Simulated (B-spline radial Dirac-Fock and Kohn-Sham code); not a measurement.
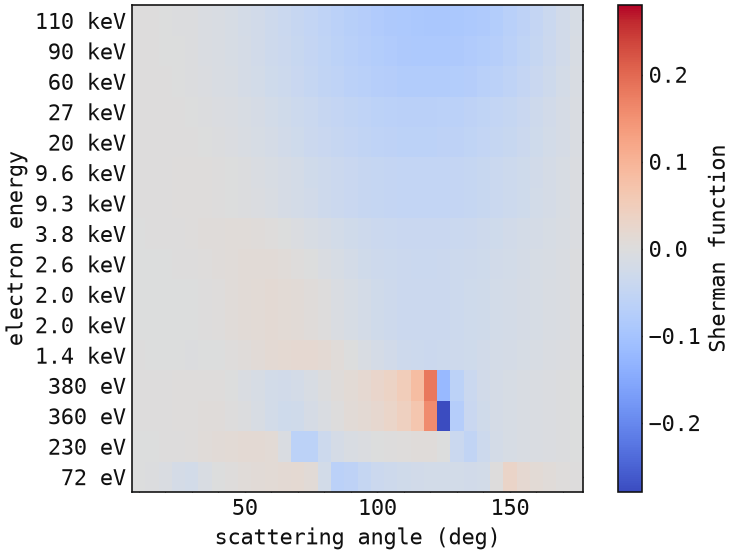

A map of the Sherman function for elastic electron scattering over angle and energy (one row an energy, not to scale). The figure is for atomic Zn. Computed with a B-spline radial atomic code: Dirac partial waves in the static Dirac–Fock field with Furness–McCarthy exchange, no polarisation or absorption.

Where on the map is the spin polarisation largest?

The largest polarisation on this grid is S = −0.28 at 356 eV and 125°. At the highest energy, 112 keV, the extreme is −0.093 near 120°. The model is rough under about 200 eV.
